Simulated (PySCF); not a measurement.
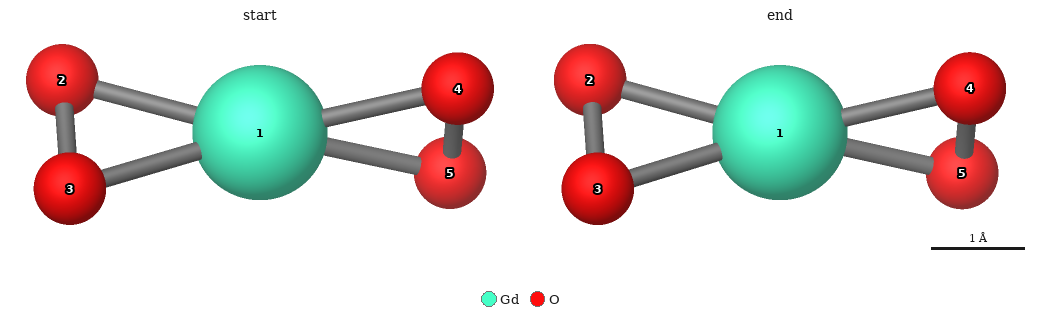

The structure of GdO4 (charge −1) before (left) and after (right) a relaxation, at one scale.

Style: ball-and-stick. Shown face on.

The calculation used RKS PBE0, Gd lcecp-1-SVP with ECP53, O def2-SVP; non-relativistic Hamiltonian with scalar-relativistic core potentials; density fitting (PySCF).

The input:
```
mol = gto.M(atom='''
Gd     0.00000     0.00000     0.00000
O      0.52330     0.52330     2.09860
O     -0.52330    -0.52330     2.09860
O      0.52330    -0.52330    -2.09860
O     -0.52330     0.52330    -2.09860''',
    basis={'Gd': 'lcecp-1-SVP', 'O': 'def2-SVP'},
    ecp={'Gd': 'lcecp-1-SVP'},
    charge=-1, spin=0)
mf = dft.RKS(mol, xc='PBE0')
mf.grids.atom_grid = (50, 194)  # f atoms: at least (60, 302), unpruned
mf = mf.density_fit()  # Gd AutoAux, O def2-universal-JKFIT
mf.conv_tol = 1e-08; mf.max_cycle = 55
mf.kernel(dm0)
# quasi-Newton relaxation in Cartesian coordinates to a largest gradient under 0.00045 Eh/bohr, steps kept in the point group
```

Command:
```bash
OMP_NUM_THREADS=2 python run.py
```

**Summarise the run.**

The largest moves after the best rigid fit, 0.085 Å, are those of O2, O3, O4 and O5. Gd stays in place. Some distances before and after: Gd1–O2 2.225 → 2.147 Å, O2–O3 1.480 → 1.486 Å. Over 4 geometry steps the energy falls by 4.24 kcal/mol. The largest force component goes from 1 to 0.00017 eV/Å.

Limits of the set-up: the basis has no diffuse functions, which an anion needs.
